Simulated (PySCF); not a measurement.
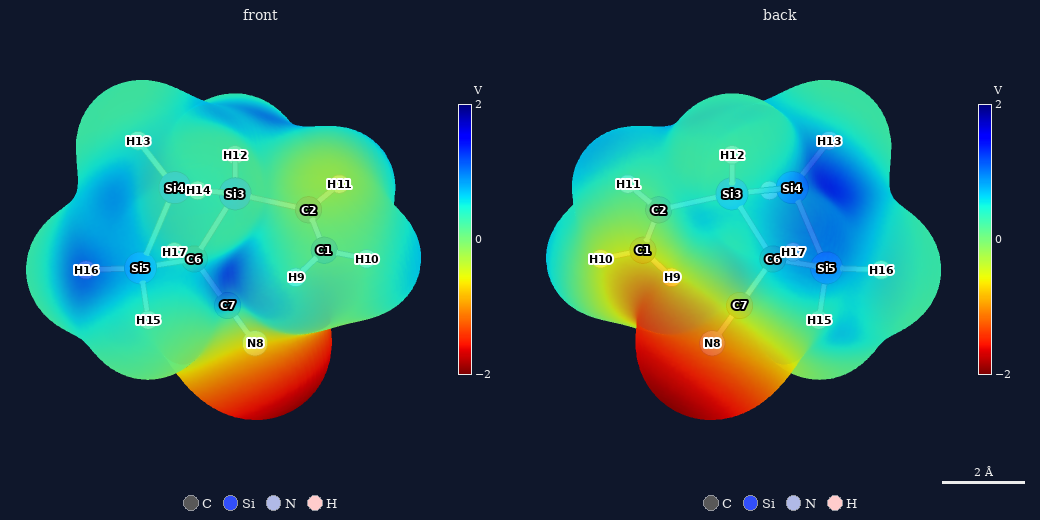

Figure. C₄H₉NSi₃. The molecular electrostatic potential painted on the density surface at 0.001 e/bohr³, seen from the front and from behind; the colour scale runs from red (negative) to blue (positive).

Geometry: GFN2-xTB.

Level of theory: PySCF, PBE0/pcSseg-1, SCF density, gas phase, non-relativistic.

```xyz
17

C     2.2935   -0.0626    1.2833
C     2.1304    0.2347    0.0029
Si    0.4502    0.4744   -0.8083
Si   -1.0823    1.9016    0.2589
Si   -2.2058   -0.1176    0.6388
C    -0.7882   -0.9963   -0.3857
C    -0.1795   -2.0456    0.3379
N     0.3227   -2.8660    0.9653
H     1.4566   -0.2016    1.9488
H     3.2676   -0.2001    1.7267
H     3.0130    0.3561   -0.6137
H     0.6774    0.4869   -2.2649
H    -1.7721    2.9013   -0.5680
H    -0.6179    2.6585    1.4288
H    -2.2833   -0.6781    1.9893
H    -3.4989   -0.4054    0.0046
H    -1.1904   -1.4281   -1.3052
```

### Describe the electrostatic potential map.

The most negative region (about −1.9 V) lies over N8, the most positive (about +1.4 V) over Si3, Si4 and Si5. N8 is the likeliest acceptor of a hydrogen bond.
